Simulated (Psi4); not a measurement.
GeBH₃O₂: interaction calculation (part 2 of 2)

GeBH₃O₂, SMILES O=BO.[GeH2]; SAPT0/jun-cc-pV(D+d)Z, RHF (Psi4 1.11). The geometry comes from this level: GFN2-xTB.

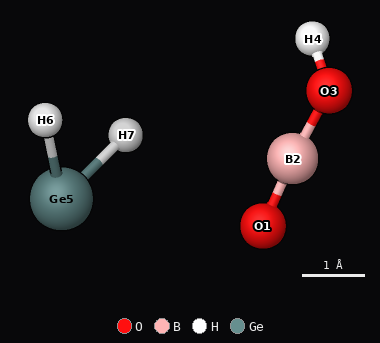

*The input geometry (ball-and-stick view, seen at a tilt; atoms are numbered from 1 in the order of the input). Sticks mark near contacts.*

## What the program printed, continued
```
	total time  =          1 seconds =       0.02 minutes

  //>>>>>>>>>>>>>>>>>>>>>>>>>>>>>>>>>>>//
  //            Monomer B HF           //
  //<<<<<<<<<<<<<<<<<<<<<<<<<<<<<<<<<<<//

  ==> Geometry <==

    Molecular point group: c1
    Full point group: C1

    Geometry (in Angstrom), charge = 0, multiplicity = 1:

       Center              X                  Y                   Z               Mass
    ------------   -----------------  -----------------  -----------------  -----------------
      Gh(O)          -0.783280000000    -0.937130000000    -0.994450000000    15.994914619570
      Gh(B)           0.370790000000    -0.778800000000    -0.666570000000    11.009305360000
      Gh(O)           1.623690000000    -0.706040000000    -0.399140000000    15.994914619570
      Gh(H)           1.980790000000    -0.062950000000     0.209020000000     1.007825032230
         GE          -3.138610000000     1.681960000000     1.115250000000    73.921177761000
         H           -2.131530000000     1.199370000000     2.329730000000     1.007825032230
         H           -1.908050000000     2.706810000000     0.717900000000     1.007825032230

  Running in c1 symmetry.

  Rotational constants: A =      0.33063  B =      0.01514  C =      0.01454 [cm^-1]
  Rotational constants: A =   9912.03183  B =    453.95696  C =    435.93758 [MHz]
  Nuclear repulsion =   20.765078624058276

  Charge       = 0
  Multiplicity = 1
  Electrons    = 34
  Nalpha       = 17
  Nbeta        = 17

  ==> Iterations <==

                           Total Energy        Delta E     RMS |[F,P]|

   @DF-RHF iter SAD: -2071.73920300125837   -2.07174e+03   0.00000e+00
   @DF-RHF iter   1: -2075.93796312602171   -4.19876e+00   9.62528e-03 DIIS/ADIIS
   @DF-RHF iter   2: -2076.41105364675059   -4.73091e-01   2.75899e-03 DIIS/ADIIS
   @DF-RHF iter   3: -2076.43969581253532   -2.86422e-02   2.12669e-04 DIIS/ADIIS
   @DF-RHF iter   4: -2076.44030298317330   -6.07171e-04   4.10834e-05 DIIS
   @DF-RHF iter   5: -2076.44033932506136   -3.63419e-05   9.38140e-06 DIIS
   @DF-RHF iter   6: -2076.44034140722442   -2.08216e-06   1.72308e-06 DIIS
   @DF-RHF iter   7: -2076.44034147890488   -7.16805e-08   2.76671e-07 DIIS
   @DF-RHF iter   8: -2076.44034148080391   -1.89902e-09   3.64137e-08 DIIS
   @DF-RHF iter   9: -2076.44034148083847   -3.45608e-11   6.73417e-09 DIIS
  Energy and wave function converged.

  ==> Post-Iterations <==

    Orbital Energies [Eh]
    ---------------------

    Doubly Occupied:

       1A   -405.310993     2A    -52.210965     3A    -46.300153
       4A    -46.298467     5A    -46.297982     6A     -7.223305
       7A     -5.200407     8A     -5.192866     9A     -5.190243
      10A     -1.667245    11A     -1.663900    12A     -1.660716
      13A     -1.654567    14A     -1.651017    15A     -0.666020
      16A     -0.417200    17A     -0.347208

    Virtual:

      18A     -0.007062    19A      0.037054    20A      0.051487
      21A      0.053386    22A      0.054631    23A      0.072897
      24A      0.080194    25A      0.091486    26A      0.115607
      27A      0.145861    28A      0.169085    29A      0.179133
      30A      0.192649    31A      0.197422    32A      0.201405
      33A      0.210832    34A      0.228278    35A      0.247880
      36A      0.276313    37A      0.388254    38A      0.392889
      39A      0.418403    40A      0.437057    41A      0.510123
      42A      0.514572    43A      0.523963    44A      0.546782
      45A      0.553048    46A      0.558966    47A      0.575121
      48A      0.610747    49A      0.623657    50A      0.690236
      51A      0.764457    52A      0.854808    53A      0.857177
      54A      0.882979    55A      0.899554    56A      0.923221
      57A      0.938602    58A      0.954391    59A      1.002518
      60A      1.140217    61A      1.195747    62A      1.234358
      63A      1.577631    64A      1.609314    65A      1.613218
      66A      1.614535    67A      1.622559    68A      1.713691
      69A      1.762247    70A      1.833307    71A      1.872718
      72A      2.066795    73A      2.079638    74A      2.116956
      75A      2.143384    76A      2.182489    77A      2.330843
      78A      2.777983    79A      3.067677    80A      3.295470
      81A      3.512926    82A      4.188684    83A      4.198235
      84A      4.366024    85A      4.483475    86A      4.536551
      87A      4.801967    88A      4.928929    89A      5.031393
      90A      5.085080    91A      5.492459    92A      5.539573
      93A      5.543297    94A      5.564428    95A      6.079695
      96A      6.539954    97A      6.952453    98A     12.573258
      99A     33.453723   100A     33.518072

    Final Occupation by Irrep:
              A
    DOCC [    17 ]
    NA   [    17 ]
    NB   [    17 ]

  @DF-RHF Final Energy: -2076.44034148083847

   => Energetics <=

    Nuclear Repulsion Energy =             20.7650786240582761
    One-Electron Energy =               -2936.5043324688867870
    Two-Electron Energy =                 839.2989123639899844
    Total Energy =                      -2076.4403414808384696

Computation Completed

Properties will be evaluated at   0.000000,   0.000000,   0.000000 [a0]

Properties computed using the SCF density matrix

 Multipole Moments:

 ------------------------------------------------------------------------------------
     Multipole            Electronic (a.u.)      Nuclear  (a.u.)        Total (a.u.)
 ------------------------------------------------------------------------------------

 L = 1.  Multiply by 2.5417464519 to convert [e a0] to [Debye]
 Dipole X            :        197.2817894         -197.4293259           -0.1475365
 Dipole Y            :       -109.1261393          109.0918105           -0.0343288
 Dipole Z            :        -73.2521200           73.1997320           -0.0523880
 Magnitude           :                                                    0.1602810

 ------------------------------------------------------------------------------------

	total time  =          2 seconds =       0.03 minutes
  Constructing Basis Sets for SAPT...

   => Loading Basis Set <=

    Name: (JUN-CC-PV(D+D)Z AUX)
    Role: RIFIT
    Keyword: DF_BASIS_SAPT

   => Loading Basis Set <=

    Name: (JUN-CC-PV(D+D)Z AUX)
    Role: JKFIT
    Keyword: DF_BASIS_ELST

  //>>>>>>>>>>>>>>>>>>>>>>>>>>>>>>>>>>>//
  //               SAPT0               //
  //<<<<<<<<<<<<<<<<<<<<<<<<<<<<<<<<<<<//

        SAPT0
     6 June 2009

      Orbital Information
  --------------------------
    NSO        =       100
    NMO        =       100
    NRI        =       360
    NRI (Elst) =       493
    NOCC A     =        11
    NOCC B     =        17
    FOCC A     =         3
    FOCC B     =         9
    NVIR A     =        89
    NVIR B     =        83

    Elst10,r            =    -0.003615262432 [Eh]
    Exch10              =     0.000136127626 [Eh]
    Exch10 (S^2)        =     0.000136131787 [Eh]

    Maxiter = 50
    CPHF R converge = 1.000000E-08

    Iter     Energy [mEh]          dE [mEh]         Residual      Time [s]
       1      -0.11057034       0.110570337     2.624467e-03             0
       2      -0.11971693       0.009146595     1.085212e-03             0
       3      -0.13273772       0.013020791     1.974920e-04             0
       4      -0.13250537      -0.000232350     5.006628e-05             0
       5      -0.13231943      -0.000185945     1.108680e-05             0
       6      -0.13235320       0.000033772     4.332378e-06             0
       7      -0.13235789       0.000004686     1.648266e-06             0
       8      -0.13235536      -0.000002525     7.000405e-07             0
       9      -0.13235418      -0.000001179     1.777493e-07             0
      10      -0.13235475       0.000000569     3.516727e-08             0
      11      -0.13235469      -0.000000059     1.116787e-08             0
      12      -0.13235469      -0.000000003     2.220847e-09             0

    CHF Iterations converged

    Maxiter = 50
    CPHF R converge = 1.000000E-08

    Iter     Energy [mEh]          dE [mEh]         Residual      Time [s]
       1      -0.23401133       0.234011333     2.537286e-03             0
       2      -0.29762660       0.063615270     1.346494e-03             0
       3      -0.31477266       0.017146055     6.345597e-04             0
       4      -0.30907126      -0.005701396     1.411353e-04             0
       5      -0.30896864      -0.000102622     2.974301e-05             0
       6      -0.30925110       0.000282463     4.121806e-06             0
       7      -0.30922109      -0.000030017     7.685018e-07             0
       8      -0.30922307       0.000001989     1.214284e-07             0
       9      -0.30922324       0.000000163     1.687557e-08             0
      10      -0.30922317      -0.000000068     3.185251e-09             0

    CHF Iterations converged

    Ind20,r (A<-B)      =    -0.000132354688 [Eh]
    Ind20,r (B<-A)      =    -0.000309223169 [Eh]
    Ind20,r             =    -0.000441577857 [Eh]
    Exch-Ind20,r (A<-B) =     0.000052203312 [Eh]
    Exch-Ind20,r (B<-A) =     0.000008199794 [Eh]
    Exch-Ind20,r        =     0.000060403106 [Eh]
    Disp20              =    -0.000542522287 [Eh]
    Disp20 (SS)         =    -0.000271261144 [Eh]
    Disp20 (OS)         =    -0.000271261144 [Eh]
    Exch-Disp20         =     0.000012566816 [Eh]
    Exch-Disp20 (SS)    =     0.000006778310 [Eh]
    Exch-Disp20 (OS)    =     0.000005788506 [Eh]

    SAPT Results
  --------------------------------------------------------------------------------------------------------
    Electrostatics                 -3.61526243 [mEh]      -2.26861143 [kcal/mol]      -9.49187021 [kJ/mol]
      Elst10,r                     -3.61526243 [mEh]      -2.26861143 [kcal/mol]      -9.49187021 [kJ/mol]

    Exchange                        0.13612763 [mEh]       0.08542138 [kcal/mol]       0.35740303 [kJ/mol]
      Exch10                        0.13612763 [mEh]       0.08542138 [kcal/mol]       0.35740303 [kJ/mol]
      Exch10(S^2)                   0.13613179 [mEh]       0.08542399 [kcal/mol]       0.35741396 [kJ/mol]

    Induction                      -0.41878441 [mEh]      -0.26279118 [kcal/mol]      -1.09951831 [kJ/mol]
      Ind20,r                      -0.44157786 [mEh]      -0.27709429 [kcal/mol]      -1.15936250 [kJ/mol]
      Exch-Ind20,r                  0.06040311 [mEh]       0.03790352 [kcal/mol]       0.15858833 [kJ/mol]
      delta HF,r (2)               -0.03760966 [mEh]      -0.02360042 [kcal/mol]      -0.09874414 [kJ/mol]

    Dispersion                     -0.52995547 [mEh]      -0.33255208 [kcal/mol]      -1.39139790 [kJ/mol]
      Disp20                       -0.54252229 [mEh]      -0.34043788 [kcal/mol]      -1.42439207 [kJ/mol]
      Exch-Disp20                   0.01256682 [mEh]       0.00788580 [kcal/mol]       0.03299417 [kJ/mol]
      Disp20 (SS)                  -0.27126114 [mEh]      -0.17021894 [kcal/mol]      -0.71219603 [kJ/mol]
      Disp20 (OS)                  -0.27126114 [mEh]      -0.17021894 [kcal/mol]      -0.71219603 [kJ/mol]
      Exch-Disp20 (SS)              0.00677831 [mEh]       0.00425345 [kcal/mol]       0.01779645 [kJ/mol]
      Exch-Disp20 (OS)              0.00578851 [mEh]       0.00363234 [kcal/mol]       0.01519772 [kJ/mol]

  Total HF                         -3.89791921 [mEh]      -2.44598123 [kcal/mol]     -10.23398549 [kJ/mol]
  Total SAPT0                      -4.42787468 [mEh]      -2.77853331 [kcal/mol]     -11.62538338 [kJ/mol]

  Special recipe for scaled SAPT0 (see Manual):
    Electrostatics sSAPT0          -3.61526243 [mEh]      -2.26861143 [kcal/mol]      -9.49187021 [kJ/mol]
    Exchange sSAPT0                 0.13612763 [mEh]       0.08542138 [kcal/mol]       0.35740303 [kJ/mol]
    Induction sSAPT0               -0.41878995 [mEh]      -0.26279466 [kcal/mol]      -1.09953285 [kJ/mol]
    Dispersion sSAPT0              -0.52995662 [mEh]      -0.33255280 [kcal/mol]      -1.39140092 [kJ/mol]
  Total sSAPT0                     -4.42788138 [mEh]      -2.77853751 [kcal/mol]     -11.62540095 [kJ/mol]
  --------------------------------------------------------------------------------------------------------

	total time  =          2 seconds =       0.03 minutes

Warning! sapt0 does not have an associated derived wavefunction. The returned wavefunction is the dimer SCF wavefunction.

[set-up sections that repeat, and orbital energies of the middle runs, are left out above]
```

## Standard output
```
E = -0.004427875
```

The run was set up as follows.

## Input (bgeh3o2.py)
```python
import psi4

psi4.set_memory('1600 MB')
psi4.set_num_threads(1)
psi4.set_output_file('output.dat', False)

geom = psi4.geometry("""
0 1
O     -0.783280    -0.937130    -0.994450
B      0.370790    -0.778800    -0.666570
O      1.623690    -0.706040    -0.399140
H      1.980790    -0.062950     0.209020
--
0 1
Ge    -3.138610     1.681960     1.115250
H     -2.131530     1.199370     2.329730
H     -1.908050     2.706810     0.717900
symmetry c1
no_reorient
no_com
""")

psi4.set_options({
    'basis': 'jun-cc-pV(D+d)Z',
    'scf_type': 'df',
    'freeze_core': 'true',
    'df_basis_scf': 'def2-universal-jkfit',
})

e, wfn = psi4.energy("sapt0", return_wfn=True)
print('E =', round(e, 9))
```

Command:
```bash
python bgeh3o2.py
```

## Key numbers

```json
{"quantity": "outcome", "value": "converged"}
{"quantity": "SCF energy", "value": "−2251.546079 hartree"}
{"quantity": "basis functions", "value": "549"}
{"quantity": "hardware", "value": "1 thread of INTEL XEON PLATINUM @ 2.10GHz (Emerald Rapids), 24 GiB of memory available, shared host"}
{"quantity": "wall time", "value": "8.4 s"}
{"quantity": "peak memory", "value": "0.38 GiB"}
```
